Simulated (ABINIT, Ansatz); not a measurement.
**A GW chain in ABINIT: WS2 (Tungstenite)**

Wanted: ground state, empty states, screening and self-energy for WS2 (Tungstenite).

Main program and level: ABINIT 10.8.3; PBE and many-body steps on it, plane waves.

The database entry behind the starting cell differs from later determinations by our own check (an axis about 1.4 % long against later determinations), so it need not match the best structure at ambient conditions.

## Step 1: Set-up

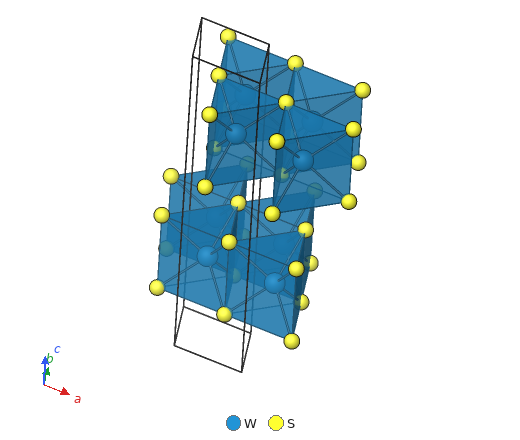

The starting structure, seen from a free direction (tungsten blue, sulfur yellow). 2×2×1 cells are drawn. Some periodic images of atoms are drawn too.

The cell and positions come from the Crystallography Open Database and are kept as given unless a step says otherwise. Spin-orbit coupling is left out unless a step names it.

## Step 2: Ground state

This step: ABINIT 10.8.3; DFT, PBE, plane waves, norm-conserving pseudopotentials.

The ground-state density comes first.

Input file run.abi:

```
acell 3*1.0 Angstrom
rprim 
  3.179999999980 0.000000000005 0.000000000000
  -1.589999999994 2.753960784015 0.000000000000
  0.000000000000 0.000000000000 12.500000000000
ntypat 2
znucl 74 16
natom 6
typat 1 1 2 2 2 2
xred 
  0.333333333333 0.666666666667 0.250000000000
  0.666666666667 0.333333333333 0.750000000000
  0.333333333333 0.666666666667 0.625000000000
  0.666666666667 0.333333333333 0.125000000000
  0.333333333333 0.666666666667 0.875000000000
  0.666666666667 0.333333333333 0.375000000000
pp_dirpath "pseudos"
pseudos "W.upf, S.upf"
ecut 31
ngkpt 6 6 2
nshiftk 1
shiftk 0 0 0
kptopt 1
chksymbreak 0
nband 33
occopt 1
tolvrs 1e-10
nstep 60
prtwf 0
optforces 0
optstress 0
indata_prefix "in"
outdata_prefix "out"
tmpdata_prefix "tmp"
```

The run is started by

```console
> OMP_NUM_THREADS=1 mpirun -n 4 abinit run.abi > log
```

Numbers of over 12 decimals in the logs are rounded to 6 here.

The log of the run:

```text
.Version 10.8.3 of ABINIT. v10.8.2 released Aug 2026.

 Symmetries : space group P6_3/m m c (#194); Bravais hP (primitive hexag.)
================================================================================
 Values of the parameters that define the memory need of the present run
     intxc =       0    ionmov =       0      iscf =       7    lmnmax =       8
     lnmax =       8     mgfft =     120  mpssoang =       4    mqgrid =    5921
     natom =       6  nloc_mem =       1    nspden =       1   nspinor =       1
    nsppol =       1      nsym =      24    n1xccc =    2501    ntypat =       2
    occopt =       1   xclevel =       2
-    mband =          33        mffmem =           1         mkmem =           4
       mpw =        6135          nfft =      122880          nkpt =          14
================================================================================
  Rough estimation (10% accuracy) of disk space for files :
================================================================================

--------------------------------------------------------------------------------
------------- Echo of variables that govern the present computation ------------
--------------------------------------------------------------------------------
 -outvars: echo values of preprocessed input variables --------
            acell      1.8897261259E+00  1.8897261259E+00  1.8897261259E+00 Bohr

      chksymbreak           0
             ecut      3.10000000E+01 Hartree
-          fftalg         312

              ixc     -101130
              kpt      0.00000000E+00  0.00000000E+00  0.00000000E+00
                       1.66666667E-01  0.00000000E+00  0.00000000E+00
                       3.33333333E-01  0.00000000E+00  0.00000000E+00
                       5.00000000E-01  0.00000000E+00  0.00000000E+00
                       1.66666667E-01  1.66666667E-01  0.00000000E+00
                       3.33333333E-01  1.66666667E-01  0.00000000E+00
                       3.33333333E-01  3.33333333E-01  0.00000000E+00
                       0.00000000E+00  0.00000000E+00  5.00000000E-01
                       1.66666667E-01  0.00000000E+00  5.00000000E-01
                       3.33333333E-01  0.00000000E+00  5.00000000E-01
                       5.00000000E-01  0.00000000E+00  5.00000000E-01
[...]
kptrlatt        6    0    0      0    6    0      0    0    2
          kptrlen      3.60559745E+01
P           mkmem           4
            natom           6
            nband          33
            ngfft          32      32     120
             nkpt          14
            nstep          60
             nsym          24
           ntypat           2
              occ      2.000000  2.000000  2.000000  2.000000  2.000000  2.000000
                       2.000000  2.000000  2.000000  2.000000  2.000000  2.000000
                       2.000000  2.000000  2.000000  2.000000  2.000000  2.000000
                       2.000000  2.000000  2.000000  2.000000  2.000000  2.000000
                       2.000000  2.000000  0.000000  0.000000  0.000000  0.000000
[...]
optforces           0
        optstress           0
            prtwf           0
            rprim      3.1800000000E+00  5.0000000000E-12  0.0000000000E+00
[...]
spgroup         194

           tolvrs      1.00000000E-10

             xred      3.3333333333E-01  6.6666666667E-01  2.5000000000E-01
[...]
znucl       74.00000   16.00000

================================================================================

 chkinp: Checking input parameters for consistency.

================================================================================
== DATASET  1 ==================================================================
-   mpi_nproc: 4, omp_nthreads: 1 (-1 if OMP is not activated)

--- !DatasetInfo
iteration_state: {dtset: 1, }
dimensions: {natom: 6, nkpt: 14, mband: 33, nsppol: 1, nspinor: 1, nspden: 1, mpw: 6135, }
cutoff_energies: {ecut:  31.0, pawecutdg:  -1.0, }
electrons: {nelect:   5.20000000E+01, charge:   0.00000000E+00, occopt:   1.00000000E+00, tsmear:   1.00000000E-02, }

 Real(R)+Recip(G) space primitive vectors, cartesian coordinates (Bohr,Bohr^-1):
 R(1)=  6.0093291  0.0000000  0.0000000  G(1)=  0.1664079  0.0960757  0.0000000
 R(2)= -3.0046645  5.2042316  0.0000000  G(2)=  0.0000000  0.1921513  0.0000000
 R(3)=  0.0000000  0.0000000 23.6215766  G(3)=  0.0000000  0.0000000  0.0423342
 Unit cell volume ucvol=  7.3873978E+02 bohr^3
 Angles (23,13,12)=  9.00000000E+01  9.00000000E+01  1.20000000E+02 degrees

 getcut: wavevector=  0.0000  0.0000  0.0000  ngfft=  32  32 120
         ecut(hartree)=     31.000   => boxcut(ratio)=   2.02687

--- Pseudopotential description ------------------------------------------------
- W Generated using ONCVPSP code by D. R. Hamann
- 74.00000  14.00000  171031                  znucl, zion, pspdat
12 -101130 3 -1 1396                          pspcod,pspxc,lmax,lloc,mmax
     nproj     2     2     2     2
  pspatm : epsatm=   11.70739509
         --- l  ekb(1:nproj) -->
[...]
pspatm: atomic psp has been read  and splines computed

- S Generated using ONCVPSP code by D. R. Hamann
- 16.00000   6.00000  171031                  znucl, zion, pspdat
12 -101130 2 -1 1146                          pspcod,pspxc,lmax,lloc,mmax
     nproj     2     2     2     0
  pspatm : epsatm=    9.01821529
         --- l  ekb(1:nproj) -->
[...]
pspatm: atomic psp has been read  and splines computed

   3.09335787E+03                                ecore*ucvol(ha*bohr**3)
--------------------------------------------------------------------------------

_setup2: Arith. and geom. avg. npw (full set) are    6089.236    6089.179

================================================================================

--- !BeginCycle
iteration_state: {dtset: 1, }
solver: {iscf: 7, nstep: 60, nline: 4, wfoptalg: 0, }
tolerances: {tolvrs: 1.00E-10, }

     iter   Etot(hartree)      deltaE(h)  residm     vres2
 ETOT  1  -195.84044828322    -1.958E+02 8.988E-02 1.928E+02
 ETOT  2  -195.87178589941    -3.134E-02 3.548E-02 1.475E+03
 ETOT  3  -196.03047748826    -1.587E-01 4.414E-03 1.081E+01
 ETOT  4  -196.03149164798    -1.014E-03 3.061E-03 2.965E+00
 ETOT  5  -196.03165257722    -1.609E-04 2.525E-03 2.019E-02
 ETOT  6  -196.03165482508    -2.248E-06 2.101E-03 1.119E-02
 ETOT  7  -196.03165542620    -6.011E-07 1.312E-03 9.620E-05
 ETOT  8  -196.03165543464    -8.443E-09 1.604E-03 7.575E-07
 ETOT  9  -196.03165543476    -1.160E-10 8.030E-04 1.153E-07
 ETOT 10  -196.03165543478    -2.004E-11 8.931E-04 7.026E-10
 ETOT 11  -196.03165543478     1.990E-13 7.036E-04 1.781E-10
 ETOT 12  -196.03165543477     2.132E-12 6.986E-04 4.009E-12

 At SCF step   12       vres2   =  4.01E-12 < tolvrs=  1.00E-10 =>converged.

--- !ResultsGS
iteration_state: {dtset: 1, }
comment   : Summary of ground state results
lattice_vectors:
- [  6.0093291,   0.0000000,   0.0000000, ]
- [ -3.0046645,   5.2042316,   0.0000000, ]
- [  0.0000000,   0.0000000,  23.6215766, ]
lattice_lengths: [   6.00933,    6.00933,   23.62158, ]
lattice_angles: [ 90.000,  90.000, 120.000, ] # degrees, (23, 13, 12)
lattice_volume:   7.3873978E+02
convergence: {deltae:  2.132E-12, res2:  4.009E-12, residm:  6.986E-04, diffor:  0.000E+00, }
etotal    :  -1.96031655E+02
entropy   :   0.00000000E+00
fermie    :   3.33375683E-01
cartesian_stress_tensor: null
pressure_GPa: null
xred      :
- [  3.3333E-01,   6.6667E-01,   2.5000E-01,  W]
- [  6.6667E-01,   3.3333E-01,   7.5000E-01,  W]
- [  3.3333E-01,   6.6667E-01,   6.2500E-01,  S]
- [  6.6667E-01,   3.3333E-01,   1.2500E-01,  S]
- [  3.3333E-01,   6.6667E-01,   8.7500E-01,  S]
- [  6.6667E-01,   3.3333E-01,   3.7500E-01,  S]
cartesian_forces: null
force_length_stats: {min: null, max: null, mean: null, }

 Integrated electronic density in atomic spheres:
 ------------------------------------------------
 Atom  Sphere_radius  Integrated_density
[...]
================================================================================

 ----iterations are completed or convergence reached----

 Mean square residual over all n,k,spin=   35.733E-07; max=  69.859E-05
 reduced coordinates (array xred) for    6 atoms
[...]
0.666666666667      0.333333333333      0.750000000000
       0.333333333333      0.666666666667      0.625000000000
       0.666666666667      0.333333333333      0.125000000000
       0.333333333333      0.666666666667      0.875000000000
       0.666666666667      0.333333333333      0.375000000000
 rms dE/dt=  0.0000E+00; max dE/dt=  0.0000E+00; dE/dt below (all hartree)
    1       0.000000000000      0.000000000000      0.000000000000
    2       0.000000000000      0.000000000000      0.000000000000
    3       0.000000000000      0.000000000000      0.000000000000
    4       0.000000000000      0.000000000000      0.000000000000
    5       0.000000000000      0.000000000000      0.000000000000
    6       0.000000000000      0.000000000000      0.000000000000

 cartesian coordinates (angstrom) at end:
    1     -2.67e-12     1.835974     3.125000
    2      1.590000     0.917987     9.375000
    3     -2.67e-12     1.835974     7.812500
    4      1.590000     0.917987     1.562500
    5     -2.67e-12     1.835974    10.937500
    6      1.590000     0.917987     4.687500
 length scales=  1.889726125908  1.889726125908  1.889726125908 bohr
              =  1.000000000000  1.000000000000  1.000000000000 angstroms
 prteigrs : about to open file out_EIG
 Fermi (or HOMO) energy (hartree) =   0.33338   Average Vxc (hartree)=  -0.40338
 Eigenvalues (hartree) for nkpt=  14  k points:
 kpt#   1, nband= 33, wtk=  0.01389, kpt=  0.0000  0.0000  0.0000 (reduced coord)
  -2.41039   -2.41039   -1.09637   -1.09637   -1.09049   -1.09049   -1.09049   -1.09049
  -0.23756   -0.23079   -0.17983   -0.16678    0.05852    0.09205    0.19894    0.20362
   0.20362    0.20405    0.20405    0.24862    0.24862    0.25018    0.25018    0.27554
   0.29341    0.33338    0.41589    0.41590    0.41617    0.41686    0.41942    0.42450
   0.42498
 prteigrs : prtvol=0 or 1, do not print more k-points.

--- !EnergyTerms
iteration_state     : {dtset: 1, }
comment             : Components of total free energy in Hartree
kinetic             :  5.62125947349890E+01
hartree             :  5.34434316888692E+01
xc                  : -4.59193790446479E+01
Ewald energy        : -1.17148133687695E+02
psp_core            :  4.18734437665154E+00
local_psp           : -1.77980305051434E+02
non_local_psp       :  3.11727915484932E+01
total_energy        : -1.96031655434773E+02
total_energy_eV     : -5.33429309247468E+03
band_energy         : -1.87776300820342E+01

== END DATASET(S) ==============================================================
================================================================================

 -outvars: echo values of variables after computation  --------
           etotal     -1.9603165543E+02
            nband          33
             nkpt          14
          spgroup         194
 [... the other variables as echoed above ...]

 Calculation completed.
```

The job ended after 33 s (4 MPI ranks of Intel Xeon Platinum 8488C (Sapphire Rapids), shared host; peak memory 0.42 GiB).

This step gave:

- total energy: -5334.2931 eV
- gap: 1.050 eV
- k of the valence top: 0, 0, 0
- k of the conduction bottom: 0.1667, 0.1667, 0
- least direct gap: 1.737 eV

The gap is indirect, with the least direct gap 0.69 eV higher.

## Step 3: Empty states on the mesh, 3×3×1 mesh, 111 bands

The sums over transitions need many empty states on a uniform mesh; this step solves for them.

run.abi, as its differences from that of step 2:

```diff
@@ -19,3 +19,3 @@
 ecut 31
-ngkpt 6 6 2
+ngkpt 3 3 1
 nshiftk 1
@@ -24,9 +24,10 @@
 chksymbreak 0
-nband 33
-occopt 1
-tolvrs 1e-10
+iscf -2
+irdden 1
+istwfk *1
+nband 111
+nbdbuf 10
+tolwfr 1e-09
 nstep 60
-prtwf 0
-optforces 0
-optstress 0
+prtvol 0
 indata_prefix "in"
```

The log of the run:

```text
.Version 10.8.3 of ABINIT. v10.8.2 released Aug 2026.

 Symmetries : space group P6_3/m m c (#194); Bravais hP (primitive hexag.)
[... echo of the input left out ...]
== DATASET  1 ==================================================================
-   mpi_nproc: 4, omp_nthreads: 1 (-1 if OMP is not activated)
-    --> not optimal distribution: autoparal keyword recommended in input file <--

--- !DatasetInfo
iteration_state: {dtset: 1, }
dimensions: {natom: 6, nkpt: 3, mband: 111, nsppol: 1, nspinor: 1, nspden: 1, mpw: 6137, }
cutoff_energies: {ecut:  31.0, pawecutdg:  -1.0, }
electrons: {nelect:   5.20000000E+01, charge:   0.00000000E+00, occopt:   1.00000000E+00, tsmear:   1.00000000E-02, }

 Real(R)+Recip(G) space primitive vectors, cartesian coordinates (Bohr,Bohr^-1):
 R(1)=  6.0093291  0.0000000  0.0000000  G(1)=  0.1664079  0.0960757  0.0000000
 R(2)= -3.0046645  5.2042316  0.0000000  G(2)=  0.0000000  0.1921513  0.0000000
 R(3)=  0.0000000  0.0000000 23.6215766  G(3)=  0.0000000  0.0000000  0.0423342
 Unit cell volume ucvol=  7.3873978E+02 bohr^3
 Angles (23,13,12)=  9.00000000E+01  9.00000000E+01  1.20000000E+02 degrees

 getcut: wavevector=  0.0000  0.0000  0.0000  ngfft=  32  32 120
         ecut(hartree)=     31.000   => boxcut(ratio)=   2.02687

--- Pseudopotential description ------------------------------------------------
- W Generated using ONCVPSP code by D. R. Hamann
- 74.00000  14.00000  171031                  znucl, zion, pspdat
12 -101130 3 -1 1396                          pspcod,pspxc,lmax,lloc,mmax
     nproj     2     2     2     2
  pspatm : epsatm=   11.70739509
         --- l  ekb(1:nproj) -->
             0   12.992056    1.844411
             1    9.080024    1.409692
             2    4.470007    0.514403
[...]
pspatm: atomic psp has been read  and splines computed

- S Generated using ONCVPSP code by D. R. Hamann
- 16.00000   6.00000  171031                  znucl, zion, pspdat
12 -101130 2 -1 1146                          pspcod,pspxc,lmax,lloc,mmax
     nproj     2     2     2     0
  pspatm : epsatm=    9.01821529
         --- l  ekb(1:nproj) -->
[...]
pspatm: atomic psp has been read  and splines computed

--------------------------------------------------------------------------------

================================================================================
 prteigrs : about to open file out_EIG
 Non-SCF case, kpt    1 (  0.00000  0.00000  0.00000), residuals and eigenvalues=
  5.32E-10  4.31E-10  7.53E-10  7.67E-10  4.31E-10  9.37E-10  5.77E-10  7.49E-10
  2.54E-10  8.65E-10  1.93E-10  1.91E-10  9.96E-10  4.77E-10  3.10E-10  4.16E-10
  5.92E-10  2.86E-10  7.93E-10  2.49E-10  9.01E-10  1.51E-10  4.19E-10  4.41E-10
[...]
1.31E-08  1.39E-07  6.65E-07  2.81E-07  5.61E-07  1.82E-07  1.14E-04
 -2.4104E+00 -2.4104E+00 -1.0964E+00 -1.0964E+00 -1.0905E+00 -1.0905E+00
 -1.0905E+00 -1.0905E+00 -2.3756E-01 -2.3079E-01 -1.7983E-01 -1.6678E-01
  5.8525E-02  9.2054E-02  1.9894E-01  2.0362E-01  2.0362E-01  2.0405E-01
[...]
1.6105E+00  1.6179E+00  1.6179E+00  1.6318E+00  1.6332E+00  1.6332E+00
  1.6405E+00  1.6405E+00  1.6942E+00  1.6942E+00  1.7173E+00  1.7177E+00
[...]
prteigrs : prtvol=0 or 1, do not print more k-points.

--- !ResultsGS
iteration_state: {dtset: 1, }
comment   : Summary of ground state results
lattice_vectors:
- [  6.0093291,   0.0000000,   0.0000000, ]
- [ -3.0046645,   5.2042316,   0.0000000, ]
- [  0.0000000,   0.0000000,  23.6215766, ]
lattice_lengths: [   6.00933,    6.00933,   23.62158, ]
lattice_angles: [ 90.000,  90.000, 120.000, ] # degrees, (23, 13, 12)
lattice_volume:   7.3873978E+02
convergence: {deltae:  0.000E+00, res2:  0.000E+00, residm:  9.985E-10, diffor:  0.000E+00, }
etotal    :  -1.96031655E+02
entropy   :   0.00000000E+00
fermie    :   3.33375683E-01
cartesian_stress_tensor: null
pressure_GPa: null
xred      :
- [  3.3333E-01,   6.6667E-01,   2.5000E-01,  W]
- [  6.6667E-01,   3.3333E-01,   7.5000E-01,  W]
- [  3.3333E-01,   6.6667E-01,   6.2500E-01,  S]
- [  6.6667E-01,   3.3333E-01,   1.2500E-01,  S]
- [  3.3333E-01,   6.6667E-01,   8.7500E-01,  S]
- [  6.6667E-01,   3.3333E-01,   3.7500E-01,  S]
cartesian_forces: null
force_length_stats: {min: null, max: null, mean: null, }

 Integrated electronic density in atomic spheres:
 ------------------------------------------------
 Atom  Sphere_radius  Integrated_density
[...]
================================================================================

 ----iterations are completed or convergence reached----

 Mean square residual over all n,k,spin=   52.986E-11; max=  99.846E-11
 reduced coordinates (array xred) for    6 atoms
[...]
0.333333333333      0.666666666667      0.875000000000
       0.666666666667      0.333333333333      0.375000000000

 cartesian coordinates (angstrom) at end:
    1     -2.67e-12     1.835974     3.125000
    2      1.590000     0.917987     9.375000
    3     -2.67e-12     1.835974     7.812500
    4      1.590000     0.917987     1.562500
    5     -2.67e-12     1.835974    10.937500
    6      1.590000     0.917987     4.687500
 length scales=  1.889726125908  1.889726125908  1.889726125908 bohr
              =  1.000000000000  1.000000000000  1.000000000000 angstroms
 prteigrs : about to open file out_EIG
 Eigenvalues (hartree) for nkpt=   3  k points:
 kpt#   1, nband=111, wtk=  0.11111, kpt=  0.0000  0.0000  0.0000 (reduced coord)
[...]
1.48223    1.48223    1.51815    1.51815    1.54900    1.60150    1.60597    1.60597
   1.61051    1.61788    1.61788    1.63181    1.63317    1.63317    1.64048    1.64048
   1.69423    1.69423    1.71731    1.71770    1.71791    1.74984    1.74999
 prteigrs : prtvol=0 or 1, do not print more k-points.

== END DATASET(S) ==============================================================
================================================================================

 -outvars: echo values of variables after computation  --------
            nband         111
             nkpt           3
          spgroup         194
 [... the other variables as echoed above ...]

 Calculation completed.
```

Elapsed: 25 s, on 4 MPI ranks; peak memory 0.36 GiB.

This step gave:

```
gap                                                           : 1.175 eV
k of the valence top                                          : 0, 0, 0
k of the conduction bottom                                    : 0.3333, 0.3333, 0
least direct gap                                              : 1.737 eV
k points computed                                             : 3
lowest point of the top converged band, above the valence top : 35.37 eV
```

On this mesh the gap is 1.175 eV. The earlier step found 1.050 eV, so this mesh misses an edge.

(Continued in part 2 of 2.)

[Paths, hosts, dates, memory and timing lines, banners, echoed tables and standing remarks are left out of the program output.]

[Logs are printed without paths, hosts, clocks, repeated set-up lines and the standing remarks that a program may print on its own settings, such as how far it seeks lower states.]

[Runs of the session that timed out or met a known fault of the program may be left out.]

[Hosts, paths, dates, database ids (printed as entryN), source tags and the programs' standing remarks are cut or masked in the printed files.]

[G0W0 gaps are taken among the corrected bands and points alone; a level outside them can change the order at an edge.]

[Where Ansatz stands beside ABINIT at settings called matched, ABINIT's density can come from a denser mesh and the files from another edition; pairs whose starting gaps differed by over 0.03 eV were left out, so agreement reads better than it is.]
